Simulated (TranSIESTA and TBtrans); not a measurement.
Junction: Ge chain bridged by a linear H2 unit along the axis. Leads: straight Ge chain, spacing 2.4 Å. Geometry: 4 atoms about the centre moved by SIESTA (PBE, DZP) to a largest force of 0.02 eV/Å, all others as built, motion along the axis alone.

Computed with TranSIESTA and TBtrans, PBE, DZP numerical orbitals (energy shift 0.15 eV), PseudoDojo norm-conserving scalar-relativistic potentials, mesh cutoff 200 Ry, 300 K, no spin polarisation, no spin-orbit coupling; self-consistent non-equilibrium Green functions.

Energies count from the leads' Fermi level. Transmissions are for one spin of a degenerate pair. The energy step is 0.01 eV; narrower resonances are cut or missed.

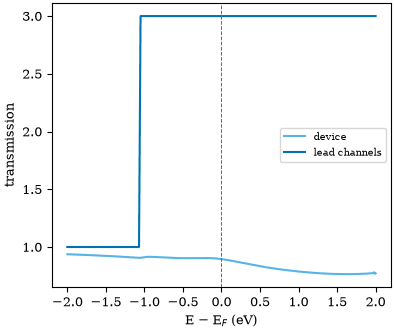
Transmission against energy

```tsv
E (eV)	T	lead channels
-2.00	0.94	1
-1.80	0.93	1
-1.60	0.93	1
-1.40	0.92	1
-1.20	0.91	1
-1.00	0.91	3
-0.80	0.91	3
-0.60	0.90	3
-0.40	0.90	3
-0.20	0.90	3
0.00	0.90	3
0.20	0.87	3
0.40	0.85	3
0.60	0.82	3
0.80	0.80	3
1.00	0.79	3
1.20	0.78	3
1.40	0.77	3
1.60	0.76	3
1.80	0.77	3
2.00	0.77	3
```

The straight chain is held at its spacing; free chains may zigzag or dimerise. No spin-polarised start was tried, so a magnetic state, if there is one, is missed.
